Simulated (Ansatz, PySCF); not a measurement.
Bond stretch in SMILES [SiH3][SiH3], singlet. The Si1–Si5 bond (Si1 also carries H, H, H; Si5 carries H, H, H) is stretched with both fragments frozen at the PBE0/def2-TZVP optimised geometry.

```
8

Si     0.0000     0.0000     0.0000
H      0.0000     1.3952    -0.5163
H      1.2083    -0.6976    -0.5163
H     -1.2083    -0.6976    -0.5163
Si     0.0000     0.0000     2.3401
H      0.0006    -1.3953     2.8563
H      1.2080     0.6981     2.8564
H     -1.2086     0.6970     2.8564
```

Methods: UCCSD(T) = CCSD(T) on UHF/cc-pVTZ, frozen core (Ansatz, an electronic-structure program); UHF/cc-pVTZ (Ansatz); RCCSD(T) = Ansatz with CCSD(T) on RHF/cc-pVTZ, frozen core; UKS-B3LYP/6-31G* = unrestricted B3LYP/6-31G*, spherical d (PySCF 2.14.0).

Energies are in kcal/mol, each relative to the lowest point of its own curve near equilibrium.

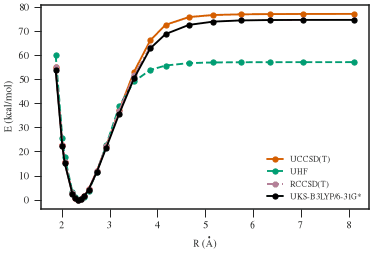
Figure: Energy against bond length for each method.

```json
[
 {"R / Å": "1.87", "UCCSD(T)": "54.9", "UHF": "60.0", "RCCSD(T)": "54.9", "UKS-B3LYP/6-31G*": "53.6"},
 {"R / Å": "2.01", "UCCSD(T)": "22.7", "UHF": "25.6", "RCCSD(T)": "22.7", "UKS-B3LYP/6-31G*": "22.2"},
 {"R / Å": "2.06", "UCCSD(T)": "15.5", "UHF": "17.7", "RCCSD(T)": "15.5", "UKS-B3LYP/6-31G*": "15.1"},
 {"R / Å": "2.22", "UCCSD(T)": "2.6", "UHF": "3.3", "RCCSD(T)": "2.6", "UKS-B3LYP/6-31G*": "2.5"},
 {"R / Å": "2.28", "UCCSD(T)": "0.7", "UHF": "1.0", "RCCSD(T)": "0.7", "UKS-B3LYP/6-31G*": "0.7"},
 {"R / Å": "2.34", "UCCSD(T)": "0.0", "UHF": "0.0", "RCCSD(T)": "0.0", "UKS-B3LYP/6-31G*": "0.0"},
 {"R / Å": "2.41", "UCCSD(T)": "0.4", "UHF": "0.1", "RCCSD(T)": "0.4", "UKS-B3LYP/6-31G*": "0.4"},
 {"R / Å": "2.47", "UCCSD(T)": "1.5", "UHF": "1.1", "RCCSD(T)": "1.5", "UKS-B3LYP/6-31G*": "1.5"},
 {"R / Å": "2.56", "UCCSD(T)": "4.3", "UHF": "3.7", "RCCSD(T)": "4.3", "UKS-B3LYP/6-31G*": "4.2"},
 {"R / Å": "2.73", "UCCSD(T)": "11.8", "UHF": "11.4", "RCCSD(T)": "11.8", "UKS-B3LYP/6-31G*": "11.4"},
 {"R / Å": "2.93", "UCCSD(T)": "22.4", "UHF": "22.7", "RCCSD(T)": "22.4", "UKS-B3LYP/6-31G*": "21.6"},
 {"R / Å": "3.20", "UCCSD(T)": "37.2", "UHF": "38.7", "RCCSD(T)": "37.0", "UKS-B3LYP/6-31G*": "35.7"},
 {"R / Å": "3.51", "UCCSD(T)": "53.0", "UHF": "49.1", "RCCSD(T)": "51.6", "UKS-B3LYP/6-31G*": "50.3"},
 {"R / Å": "3.85", "UCCSD(T)": "66.1", "UHF": "53.8", "RCCSD(T)": "63.5", "UKS-B3LYP/6-31G*": "62.8"},
 {"R / Å": "4.17", "UCCSD(T)": "72.5", "UHF": "55.7", "RCCSD(T)": "—", "UKS-B3LYP/6-31G*": "68.7"},
 {"R / Å": "4.66", "UCCSD(T)": "75.8", "UHF": "56.7", "RCCSD(T)": "—", "UKS-B3LYP/6-31G*": "72.5"},
 {"R / Å": "5.17", "UCCSD(T)": "76.6", "UHF": "56.9", "RCCSD(T)": "—", "UKS-B3LYP/6-31G*": "73.9"},
 {"R / Å": "5.75", "UCCSD(T)": "76.9", "UHF": "57.0", "RCCSD(T)": "—", "UKS-B3LYP/6-31G*": "74.4"},
 {"R / Å": "6.35", "UCCSD(T)": "77.0", "UHF": "57.1", "RCCSD(T)": "—", "UKS-B3LYP/6-31G*": "74.5"},
 {"R / Å": "7.04", "UCCSD(T)": "77.1", "UHF": "57.1", "RCCSD(T)": "—", "UKS-B3LYP/6-31G*": "74.6"},
 {"R / Å": "8.11", "UCCSD(T)": "77.1", "UHF": "57.1", "RCCSD(T)": "—", "UKS-B3LYP/6-31G*": "74.6"}
]
```

At the longest distance, 8.11 Å, UCCSD(T) lies highest above its minimum (77.1 kcal/mol) and UHF lowest (57.1 kcal/mol).

A dash means that the run gave no value there, or that the column was ended at a point which the program doubted or which failed a test of continuity chosen for this set; such a test can also cut sound points.

The unrestricted determinant behind UCCSD(T), UHF is spin-contaminated at 3.20 to 8.11 Å (<S²> up to 1.0, against 0.00 for a pure singlet). The unrestricted determinant behind UKS-B3LYP/6-31G* is spin-contaminated at 3.85 to 8.11 Å (<S²> up to 1.0, against 0.00 for a pure singlet).
